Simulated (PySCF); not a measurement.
# Ti²⁺: excitation energies in def2-TZVPPD, part 2 of 2

Wanted: the excitation energy of titanium, up a ladder of methods.

PySCF 2.14.0; def2-TZVPPD, no relativity, point nucleus. The scripts are equivalent inputs of a driver's runs. Earlier steps stand in the parts before.

**4. Ti²⁺ [Ar] 3d1 4s1: the ladder of methods**

Level: UHF.

Contents of input.py:

```python
from pyscf import gto, scf, dft, mp, cc
import basis_set_exchange as bse
mol = gto.M(atom="Ti 0 0 0", charge=2, spin=2, symmetry="D2h",
            basis=gto.basis.parse(bse.get_basis("def2-TZVPPD", elements=["Ti"], fmt="nwchem")))
mf = scf.UHF(mol)
mf.irrep_nelec = {'Ag': (4, 3), 'B1g': (1, 0), 'B1u': (2, 2), 'B2u': (2, 2), 'B3u': (2, 2)}
mf.kernel()
```

The program printed:

```text
damping factor = 0
level_shift factor = 0
DIIS = <class 'pyscf.scf.diis.CDIIS'>
diis_start_cycle = 1
diis_space = 10
diis_damp = 0
SCF conv_tol = 1e-09
SCF conv_tol_grad = None
number electrons alpha = 11  beta = 9
cycle= 1 E= -847.540163902939  delta_E= -0.00442  |g|= 0.0236  |ddm|= 0.0415
cycle= 2 E= -847.540375482516  delta_E= -0.000212  |g|= 0.00681  |ddm|= 0.0153
cycle= 3 E= -847.54058055257  delta_E= -0.000205  |g|= 0.00689  |ddm|= 0.0295
cycle= 4 E= -847.540363095296  delta_E= 0.000217  |g|= 0.00313  |ddm|= 0.0355
cycle= 5 E= -847.540319418124  delta_E= 4.37e-05  |g|= 0.000225  |ddm|= 0.0251
cycle= 6 E= -847.540319433874  delta_E= -1.57e-08  |g|= 4.68e-05  |ddm|= 0.000414
cycle= 7 E= -847.540319432107  delta_E= 1.77e-09  |g|= 1.32e-05  |ddm|= 0.000207
cycle= 8 E= -847.540319431986  delta_E= 1.21e-10  |g|= 2.52e-06  |ddm|= 6.14e-05
converged SCF energy = -847.540319431986  <S^2> = 2.0017635  2S+1 = 3.0011755
```

CPU time 5.3 s on a shared host, the integrals not counted.

The occupied shells:

| shell | electrons | mean orbital energy (eV) | spread (eV) | rms radius (bohr) |
| --- | --- | --- | --- | --- |
| 1s α | 1 | -5010.7 | 0 | 0.0812 |
| 1s β | 1 | -5010.6 | 0 | 0.0812 |
| 2s α | 1 | -607.69 | 0 | 0.353 |
| 2s β | 1 | -606.93 | 0 | 0.353 |
| 2p α | 3 | -508.72 | 0.043 | 0.321 |
| 2p β | 3 | -508.08 | 0.731 | 0.321 |
| 3s α | 1 | -102.24 | 0 | 1.07 |
| 3s β | 1 | -99.845 | 0 | 1.07 |
| 3p α | 3 | -72.482 | 1.326 | 1.15 |
| 3p β | 3 | -69.897 | 1.911 | 1.15 |
| 3d α | 1 | -33.878 | 0 | 1.42 |
| 4s α | 1 | -21.862 | 0 | 3.17 |

⟨S²⟩ = 2.002, ⟨L²⟩ = 6.02.

Spin-orbit constants on these orbitals (cm⁻¹; bare nucleus, screened nucleus, mean field): 3d 312.3, 170.3, 148.1. To first order in LS coupling the lowest level has J = 1 and lies 0.0275 eV below the centre of the term.

Level: LDA.

Changes to input.py:

```diff
@@ -4,3 +4,3 @@
             basis=gto.basis.parse(bse.get_basis("def2-TZVPPD", elements=["Ti"], fmt="nwchem")))
-mf = scf.UHF(mol)
+mf = dft.UKS(mol, xc="LDA,VWN")
 mf.irrep_nelec = {'Ag': (4, 3), 'B1g': (1, 0), 'B1u': (2, 2), 'B2u': (2, 2), 'B3u': (2, 2)}
```

The program printed:

```text
damping factor = 0
level_shift factor = 0
DIIS = <class 'pyscf.scf.diis.CDIIS'>
diis_start_cycle = 1
diis_space = 10
diis_damp = 0
SCF conv_tol = 1e-09
SCF conv_tol_grad = None
number electrons alpha = 11  beta = 9
XC functionals = LDA,VWN
    P. A. M. Dirac.,  Math. Proc. Cambridge Philos. Soc. 26, 376 (1930)
    F. Bloch.,  Z. Phys. 57, 545 (1929)
    S. H. Vosko, L. Wilk, and M. Nusair.,  Can. J. Phys. 58, 1200 (1980)
cycle= 1 E= -846.316599395873  delta_E= -0.00855  |g|= 0.0182  |ddm|= 0.244
cycle= 2 E= -846.316664069963  delta_E= -6.47e-05  |g|= 0.00362  |ddm|= 0.0124
cycle= 3 E= -846.316667372514  delta_E= -3.3e-06  |g|= 0.000829  |ddm|= 0.00305
cycle= 4 E= -846.316667562861  delta_E= -1.9e-07  |g|= 8e-05  |ddm|= 0.000903
cycle= 5 E= -846.31666756442  delta_E= -1.56e-09  |g|= 1.38e-06  |ddm|= 7.11e-05
cycle= 6 E= -846.316667564422  delta_E= -1.36e-12  |g|= 2.29e-08  |ddm|= 2.49e-06
converged SCF energy = -846.316667564422  <S^2> = 2.0002198  2S+1 = 3.0001465
```

CPU time 0.9 s on a shared host, the integrals not counted.

Level: PBE.

Changes to input.py:

```diff
@@ -4,3 +4,3 @@
             basis=gto.basis.parse(bse.get_basis("def2-TZVPPD", elements=["Ti"], fmt="nwchem")))
-mf = dft.UKS(mol, xc="LDA,VWN")
+mf = dft.UKS(mol, xc="PBE")
 mf.irrep_nelec = {'Ag': (4, 3), 'B1g': (1, 0), 'B1u': (2, 2), 'B2u': (2, 2), 'B3u': (2, 2)}
```

The program printed:

```text
damping factor = 0
level_shift factor = 0
DIIS = <class 'pyscf.scf.diis.CDIIS'>
diis_start_cycle = 1
diis_space = 10
diis_damp = 0
SCF conv_tol = 1e-09
SCF conv_tol_grad = None
number electrons alpha = 11  beta = 9
XC functionals = PBE
    J. P. Perdew, K. Burke, and M. Ernzerhof.,  Phys. Rev. Lett. 77, 3865 (1996)
    J. P. Perdew, K. Burke, and M. Ernzerhof.,  Phys. Rev. Lett. 78, 1396 (1997)
    J. P. Perdew, K. Burke, and M. Ernzerhof.,  Phys. Rev. Lett. 77, 3865 (1996)
    J. P. Perdew, K. Burke, and M. Ernzerhof.,  Phys. Rev. Lett. 78, 1396 (1997)
cycle= 1 E= -848.154480337366  delta_E= -0.00649  |g|= 0.0159  |ddm|= 0.213
cycle= 2 E= -848.154541609824  delta_E= -6.13e-05  |g|= 0.00487  |ddm|= 0.0131
cycle= 3 E= -848.154547631244  delta_E= -6.02e-06  |g|= 0.0012  |ddm|= 0.00573
cycle= 4 E= -848.154548011383  delta_E= -3.8e-07  |g|= 8.19e-05  |ddm|= 0.00123
cycle= 5 E= -848.154548013358  delta_E= -1.97e-09  |g|= 3.91e-06  |ddm|= 8.67e-05
cycle= 6 E= -848.154548013364  delta_E= -5.68e-12  |g|= 7.79e-08  |ddm|= 3.88e-06
converged SCF energy = -848.154548013364  <S^2> = 2.0004195  2S+1 = 3.0002797
```

CPU time 1.3 s on a shared host, the integrals not counted.

Level: PBE0.

Changes to input.py:

```diff
@@ -4,3 +4,3 @@
             basis=gto.basis.parse(bse.get_basis("def2-TZVPPD", elements=["Ti"], fmt="nwchem")))
-mf = dft.UKS(mol, xc="PBE")
+mf = dft.UKS(mol, xc="PBE0")
 mf.irrep_nelec = {'Ag': (4, 3), 'B1g': (1, 0), 'B1u': (2, 2), 'B2u': (2, 2), 'B3u': (2, 2)}
```

The program printed:

```text
damping factor = 0
level_shift factor = 0
DIIS = <class 'pyscf.scf.diis.CDIIS'>
diis_start_cycle = 1
diis_space = 10
diis_damp = 0
SCF conv_tol = 1e-09
SCF conv_tol_grad = None
number electrons alpha = 11  beta = 9
XC functionals = PBE0
    C. Adamo and V. Barone.,  J. Chem. Phys. 110, 6158 (1999)
    M. Ernzerhof and G. E. Scuseria.,  J. Chem. Phys. 110, 5029 (1999)
cycle= 1 E= -848.203724027173  delta_E= -0.00482  |g|= 0.0122  |ddm|= 0.161
cycle= 2 E= -848.20376702774  delta_E= -4.3e-05  |g|= 0.00377  |ddm|= 0.0128
cycle= 3 E= -848.20377058165  delta_E= -3.55e-06  |g|= 0.000748  |ddm|= 0.00512
cycle= 4 E= -848.203770736443  delta_E= -1.55e-07  |g|= 5.78e-05  |ddm|= 0.000778
cycle= 5 E= -848.203770737161  delta_E= -7.19e-10  |g|= 9.74e-06  |ddm|= 0.000159
converged SCF energy = -848.203770737161  <S^2> = 2.0006363  2S+1 = 3.0004242
```

It used 1.4 s of CPU time after the integrals (shared host).

Level: r2SCAN.

Changes to input.py:

```diff
@@ -4,3 +4,3 @@
             basis=gto.basis.parse(bse.get_basis("def2-TZVPPD", elements=["Ti"], fmt="nwchem")))
-mf = dft.UKS(mol, xc="PBE0")
+mf = dft.UKS(mol, xc="R2SCAN")
 mf.irrep_nelec = {'Ag': (4, 3), 'B1g': (1, 0), 'B1u': (2, 2), 'B2u': (2, 2), 'B3u': (2, 2)}
```

The program printed:

```text
damping factor = 0
level_shift factor = 0
DIIS = <class 'pyscf.scf.diis.CDIIS'>
diis_start_cycle = 1
diis_space = 10
diis_damp = 0
SCF conv_tol = 1e-09
SCF conv_tol_grad = None
number electrons alpha = 11  beta = 9
XC functionals = R2SCAN
    J. W. Furness, A. D. Kaplan, J. Ning, J. P. Perdew, and J. Sun.,  J. Phys. Chem. Lett. 11, 8208-8215 (2020)
    J. W. Furness, A. D. Kaplan, J. Ning, J. P. Perdew, and J. Sun.,  J. Phys. Chem. Lett. 11, 9248-9248 (2020)
    J. W. Furness, A. D. Kaplan, J. Ning, J. P. Perdew, and J. Sun.,  J. Phys. Chem. Lett. 11, 8208-8215 (2020)
    J. W. Furness, A. D. Kaplan, J. Ning, J. P. Perdew, and J. Sun.,  J. Phys. Chem. Lett. 11, 9248-9248 (2020)
cycle= 1 E= -848.355200352581  delta_E= -0.00542  |g|= 0.012  |ddm|= 0.159
cycle= 2 E= -848.355245881155  delta_E= -4.55e-05  |g|= 0.00191  |ddm|= 0.021
cycle= 3 E= -848.355247041066  delta_E= -1.16e-06  |g|= 0.000483  |ddm|= 0.00419
cycle= 4 E= -848.355247112417  delta_E= -7.14e-08  |g|= 0.000112  |ddm|= 0.00104
cycle= 5 E= -848.355247116833  delta_E= -4.42e-09  |g|= 6.37e-06  |ddm|= 0.00031
cycle= 6 E= -848.355247116869  delta_E= -3.56e-11  |g|= 5.12e-07  |ddm|= 4.63e-05
converged SCF energy = -848.355247116869  <S^2> = 2.0009101  2S+1 = 3.0006067
```

CPU time 2.8 s on a shared host, the integrals not counted.

Level: r2SCAN0.

Changes to input.py:

```diff
@@ -4,3 +4,3 @@
             basis=gto.basis.parse(bse.get_basis("def2-TZVPPD", elements=["Ti"], fmt="nwchem")))
-mf = dft.UKS(mol, xc="R2SCAN")
+mf = dft.UKS(mol, xc="HYB_MGGA_XC_R2SCAN0")
 mf.irrep_nelec = {'Ag': (4, 3), 'B1g': (1, 0), 'B1u': (2, 2), 'B2u': (2, 2), 'B3u': (2, 2)}
```

The program printed:

```text
damping factor = 0
level_shift factor = 0
DIIS = <class 'pyscf.scf.diis.CDIIS'>
diis_start_cycle = 1
diis_space = 10
diis_damp = 0
SCF conv_tol = 1e-09
SCF conv_tol_grad = None
number electrons alpha = 11  beta = 9
XC functionals = HYB_MGGA_XC_R2SCAN0
    M. Bursch, H. Neugebauer, S. Ehlert, and S. Grimme.,  J. Chem. Phys. 156, 134105 (2022)
cycle= 1 E= -848.355601114926  delta_E= -0.00458  |g|= 0.0116  |ddm|= 0.138
cycle= 2 E= -848.355646416151  delta_E= -4.53e-05  |g|= 0.00235  |ddm|= 0.0214
cycle= 3 E= -848.355647287581  delta_E= -8.71e-07  |g|= 0.00101  |ddm|= 0.00991
cycle= 4 E= -848.355646091381  delta_E= 1.2e-06  |g|= 0.000283  |ddm|= 0.0057
cycle= 5 E= -848.355645843264  delta_E= 2.48e-07  |g|= 5.45e-05  |ddm|= 0.00186
cycle= 6 E= -848.355645837466  delta_E= 5.8e-09  |g|= 2.31e-06  |ddm|= 0.000252
cycle= 7 E= -848.355645837461  delta_E= 4.32e-12  |g|= 1.23e-07  |ddm|= 1.02e-05
converged SCF energy = -848.355645837461  <S^2> = 2.0010399  2S+1 = 3.0006932
```

CPU time 3.4 s on a shared host, the integrals not counted.

Level: B3LYP.

Changes to input.py:

```diff
@@ -4,3 +4,3 @@
             basis=gto.basis.parse(bse.get_basis("def2-TZVPPD", elements=["Ti"], fmt="nwchem")))
-mf = dft.UKS(mol, xc="HYB_MGGA_XC_R2SCAN0")
+mf = dft.UKS(mol, xc="B3LYP")
 mf.irrep_nelec = {'Ag': (4, 3), 'B1g': (1, 0), 'B1u': (2, 2), 'B2u': (2, 2), 'B3u': (2, 2)}
```

The program printed:

```text
damping factor = 0
level_shift factor = 0
DIIS = <class 'pyscf.scf.diis.CDIIS'>
diis_start_cycle = 1
diis_space = 10
diis_damp = 0
SCF conv_tol = 1e-09
SCF conv_tol_grad = None
number electrons alpha = 11  beta = 9
XC functionals = B3LYP
    P. J. Stephens, F. J. Devlin, C. F. Chabalowski, and M. J. Frisch.,  J. Phys. Chem. 98, 11623 (1994)
cycle= 1 E= -848.414711569368  delta_E= -0.00557  |g|= 0.0118  |ddm|= 0.196
cycle= 2 E= -848.414749601939  delta_E= -3.8e-05  |g|= 0.00369  |ddm|= 0.014
cycle= 3 E= -848.414752705207  delta_E= -3.1e-06  |g|= 0.000826  |ddm|= 0.00523
cycle= 4 E= -848.414752873171  delta_E= -1.68e-07  |g|= 5.34e-05  |ddm|= 0.000865
cycle= 5 E= -848.414752874102  delta_E= -9.31e-10  |g|= 3.48e-06  |ddm|= 7.38e-05
converged SCF energy = -848.414752874102  <S^2> = 2.0005519  2S+1 = 3.0003679
```

CPU time 1.5 s on a shared host, the integrals not counted.

Level: PBEsol.

Changes to input.py:

```diff
@@ -4,3 +4,3 @@
             basis=gto.basis.parse(bse.get_basis("def2-TZVPPD", elements=["Ti"], fmt="nwchem")))
-mf = dft.UKS(mol, xc="B3LYP")
+mf = dft.UKS(mol, xc="PBEsol")
 mf.irrep_nelec = {'Ag': (4, 3), 'B1g': (1, 0), 'B1u': (2, 2), 'B2u': (2, 2), 'B3u': (2, 2)}
```

The program printed:

```text
damping factor = 0
level_shift factor = 0
DIIS = <class 'pyscf.scf.diis.CDIIS'>
diis_start_cycle = 1
diis_space = 10
diis_damp = 0
SCF conv_tol = 1e-09
SCF conv_tol_grad = None
number electrons alpha = 11  beta = 9
XC functionals = PBEsol
    J. P. Perdew, A. Ruzsinszky, G. I. Csonka, O. A. Vydrov, G. E. Scuseria, L. A. Constantin, X. Zhou, and K. Burke.,  Phys. Rev. Lett. 100, 136406 (2008)
    J. P. Perdew, A. Ruzsinszky, G. I. Csonka, O. A. Vydrov, G. E. Scuseria, L. A. Constantin, X. Zhou, and K. Burke.,  Phys. Rev. Lett. 100, 136406 (2008)
cycle= 1 E= -847.19843973034  delta_E= -0.0071  |g|= 0.0159  |ddm|= 0.213
cycle= 2 E= -847.198496794335  delta_E= -5.71e-05  |g|= 0.00266  |ddm|= 0.00899
cycle= 3 E= -847.198498689773  delta_E= -1.9e-06  |g|= 0.000293  |ddm|= 0.00169
cycle= 4 E= -847.198498708653  delta_E= -1.89e-08  |g|= 9.01e-05  |ddm|= 0.000353
cycle= 5 E= -847.198498710894  delta_E= -2.24e-09  |g|= 4.92e-06  |ddm|= 9.81e-05
cycle= 6 E= -847.198498710902  delta_E= -7.84e-12  |g|= 3.11e-08  |ddm|= 4.62e-06
converged SCF energy = -847.198498710902  <S^2> = 2.0003523  2S+1 = 3.0002348
```

It used 1.5 s of CPU time after the integrals (shared host).

Level: BHandHLYP.

Changes to input.py:

```diff
@@ -4,3 +4,3 @@
             basis=gto.basis.parse(bse.get_basis("def2-TZVPPD", elements=["Ti"], fmt="nwchem")))
-mf = dft.UKS(mol, xc="PBEsol")
+mf = dft.UKS(mol, xc="BHANDHLYP")
 mf.irrep_nelec = {'Ag': (4, 3), 'B1g': (1, 0), 'B1u': (2, 2), 'B2u': (2, 2), 'B3u': (2, 2)}
```

The program printed:

```text
damping factor = 0
level_shift factor = 0
DIIS = <class 'pyscf.scf.diis.CDIIS'>
diis_start_cycle = 1
diis_space = 10
diis_damp = 0
SCF conv_tol = 1e-09
SCF conv_tol_grad = None
number electrons alpha = 11  beta = 9
XC functionals = BHANDHLYP
    A. D. Becke.,  J. Chem. Phys. 98, 1372 (1993)
    Defined through Gaussian implementation.
cycle= 1 E= -848.412834526347  delta_E= -0.00444  |g|= 0.014  |ddm|= 0.147
cycle= 2 E= -848.42232479655  delta_E= -0.00949  |g|= 0.0479  |ddm|= 0.371
cycle= 3 E= -848.412735910918  delta_E= 0.00959  |g|= 0.00543  |ddm|= 0.35
cycle= 4 E= -848.41273234607  delta_E= 3.56e-06  |g|= 0.00281  |ddm|= 0.0065
cycle= 5 E= -848.412700882934  delta_E= 3.15e-05  |g|= 0.000821  |ddm|= 0.0175
cycle= 6 E= -848.412701123559  delta_E= -2.41e-07  |g|= 0.000237  |ddm|= 0.00162
cycle= 7 E= -848.412700995233  delta_E= 1.28e-07  |g|= 2.83e-05  |ddm|= 0.00124
cycle= 8 E= -848.412700995513  delta_E= -2.8e-10  |g|= 1.82e-06  |ddm|= 5.57e-05
converged SCF energy = -848.412700995513  <S^2> = 2.0009105  2S+1 = 3.0006069
```

CPU time 2.1 s on a shared host, the integrals not counted.

**5. Ti²⁺ [Ar] 3d1 4s1, continued**

Level: MP2 (valence).

input.py: that of step 4 with these lines changed.

```diff
@@ -4,4 +4,5 @@
             basis=gto.basis.parse(bse.get_basis("def2-TZVPPD", elements=["Ti"], fmt="nwchem")))
-mf = dft.UKS(mol, xc="BHANDHLYP")
+mf = scf.UHF(mol)
 mf.irrep_nelec = {'Ag': (4, 3), 'B1g': (1, 0), 'B1u': (2, 2), 'B2u': (2, 2), 'B3u': (2, 2)}
 mf.kernel()
+mp.UMP2(mf, frozen=9).kernel()
```

This step left no log, only its results.

It used 0.05 s of CPU time after the integrals (shared host).

With 2 electrons correlated, the MP2 correlation energy is -0.00298 hartree (-0.00298 same spin, 0.00000 opposite spin); the SCS form gives -0.00099. Largest pairs of shells: 3d-4s -0.0030, 4s-4s 0.0000, 3d-3d 0.0000.

Level: MP2 (valence and next inner shell).

Changes to input.py:

```diff
@@ -7,2 +7,2 @@
 mf.kernel()
-mp.UMP2(mf, frozen=9).kernel()
+mp.UMP2(mf, frozen=5).kernel()
```

The driver printed no log here.

It used 0.25 s of CPU time after the integrals (shared host).

With 10 electrons correlated, the MP2 correlation energy is -0.23173 hartree (-0.06626 same spin, -0.16548 opposite spin); the SCS form gives -0.22066. Largest pairs of shells: 3p-3p -0.1357, 3p-3d -0.0328, 3s-3p -0.0289, 3p-4s -0.0186, 3s-3s -0.0065.

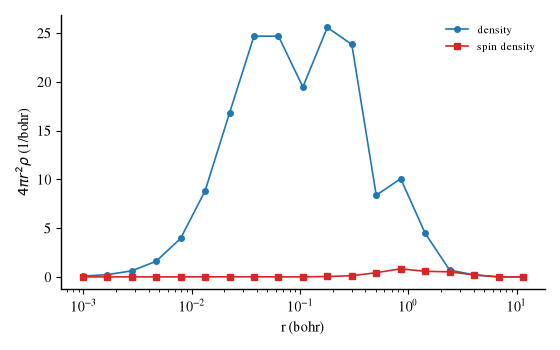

Radial density 4πr²ρ of Ti²⁺ at UHF, at 19 stored radii joined by straight lines.

**6. Orbital energies side by side**

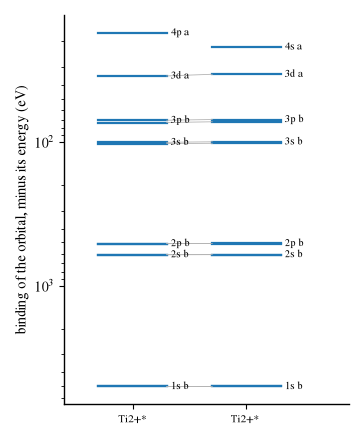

Hartree-Fock orbital energies of the states on a logarithmic scale (a, b: spin up and down; * marks an excited configuration).

**7. The energy differences**

Excitation energy: Ti²⁺ [Ar] 3d2 (3F) → Ti²⁺ [Ar] 3d1 4p1 (high-spin determinant).

| method | value (eV) |
| --- | --- |
| UHF | 9.362 |
| LDA | 9.576 |
| PBE | 9.510 |
| PBE0 | 9.632 |
| r2SCAN | 9.830 |
| r2SCAN0 | 9.868 |
| B3LYP | 9.599 |
| PBEsol | 9.533 |
| BHandHLYP | 9.697 |
| MP2 (valence) | 9.425 |
| SCS-MP2 (valence) | 9.383 |
| MP2 (valence and next inner shell) | 9.466 |
| SCS-MP2 (valence and next inner shell) | 9.460 |

A first-order spin-orbit estimate (lowest level to lowest level, LS coupling) adds -0.017 eV. The determinant of Ti2+ mixes LS terms, which raises its energy at the Hartree-Fock and MP2 levels.

Excitation energy: Ti²⁺ [Ar] 3d2 (3F) → Ti²⁺ [Ar] 3d1 4s1 (3D).

| method | value (eV) |
| --- | --- |
| UHF | 4.938 |
| LDA | 5.225 |
| PBE | 5.295 |
| PBE0 | 5.368 |
| r2SCAN | 5.597 |
| r2SCAN0 | 5.554 |
| B3LYP | 5.272 |
| PBEsol | 5.326 |
| BHandHLYP | 5.293 |
| MP2 (valence) | 4.972 |
| SCS-MP2 (valence) | 4.949 |
| MP2 (valence and next inner shell) | 4.857 |
| SCS-MP2 (valence and next inner shell) | 4.898 |

The differences also use runs on Ti²⁺ [Ar] 3d2 (3F), which are not shown here.

**8. Summary of results**

What follows sums up all 2 parts.

| quantity | value |
| --- | --- |
| excitation energy, Ti²⁺ → [Ar] 3d1 4p1 | UHF 9.362, MP2 (valence and next inner shell) 9.466 eV |
| excitation energy, Ti²⁺ → [Ar] 3d1 4s1 | UHF 4.938, MP2 (valence and next inner shell) 4.857 eV |

What this shows: For the first difference the methods span 0.506 eV, from UHF (9.362) to r2SCAN0 (9.868). No reference value is at hand in this session. All values hold for this basis alone; no basis-set limit was taken.
